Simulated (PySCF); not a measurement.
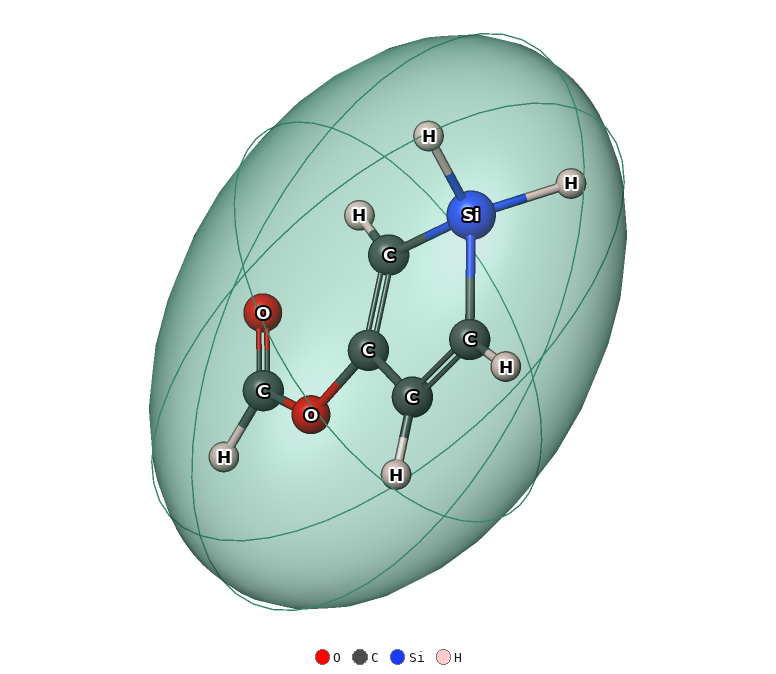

The ellipsoid shows the static dipole polarisability: its half-axes are proportional to the principal values. Computed geometry: PBE0-D3(BJ)/def2-SVP optimisation. No frequency run is at hand to confirm it as a minimum. Level of theory: PBE0/def2-SVPD in acetone (IEF-PCM) (PySCF 2.14.0).

How large and how anisotropic is the polarisability?

Answer. Principal values 83.2, 125.6, 154.2 bohr³; mean 121.0 bohr³ (17.93 Å³); anisotropy 61.9 bohr³, so the longest axis is 1.85 times the shortest.
